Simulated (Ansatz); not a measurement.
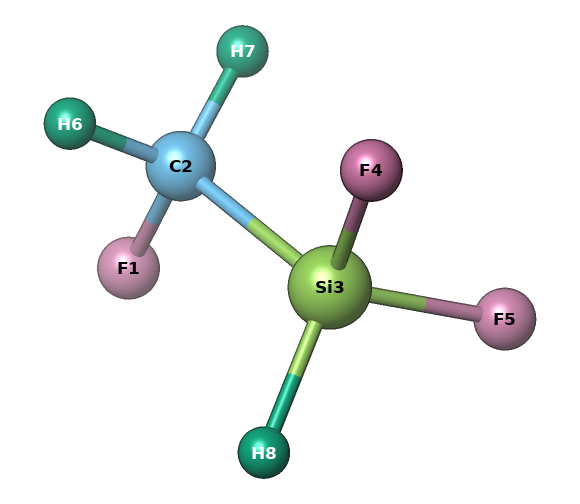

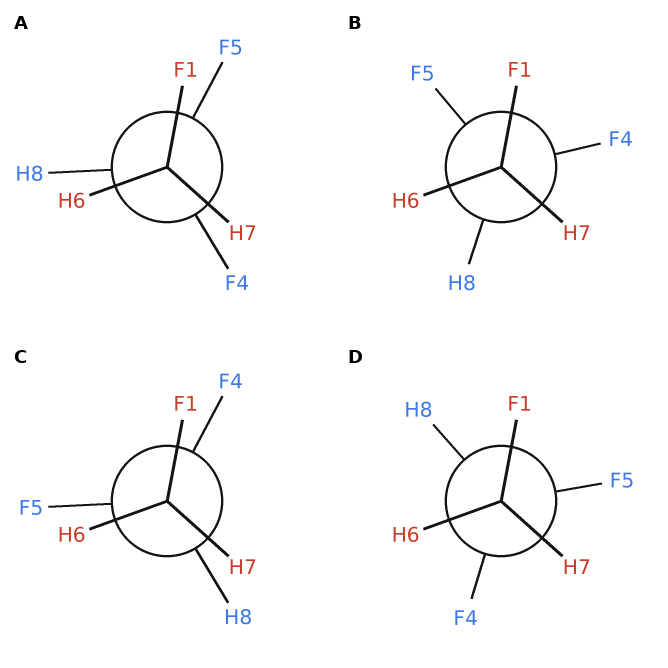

Atoms fade into the background with distance from the viewer. Bonds that would overlap in a projection are set slightly apart. The geometry was computed by an optimisation with PBE-D4/def2-SVP. No frequency run is at hand to confirm it as a minimum.

**Which Newman projection shows the view along C2–Si3, with C2 in front?**

D. The torsion angle F1–C2–Si3–F4 is −174°, antiperiplanar (anti).
